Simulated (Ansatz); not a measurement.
Take TiAl (space group P4/mmm, No. 123; a = 2.8243 Å, c = 4.0708 Å) as the base.

Structures relaxed with DFT with PBE, PAW potentials and a 420 eV plane-wave cutoff in Ansatz (an electronic-structure program), no SOC.

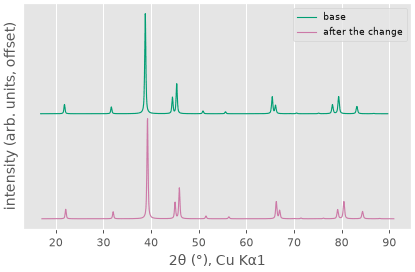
Figure: Simulated powder patterns before (top) and after one change

### Question
Which change produced these results?
A) pressure 60 GPa
B) pressure 9 GPa
C) pressure 30 GPa
D) pressure 4.2 GPa

### Answer
D, pressure 4.2 GPa. Its volume per atom is 15.68 Å³ against 16.24 Å³, and its space group is P4/mmm (No. 123).

Load acts through the strain it causes; cell and atoms are relaxed under it. No phonon test of stability was made. No other phases were tried under pressure. All final runs are without spin polarisation.
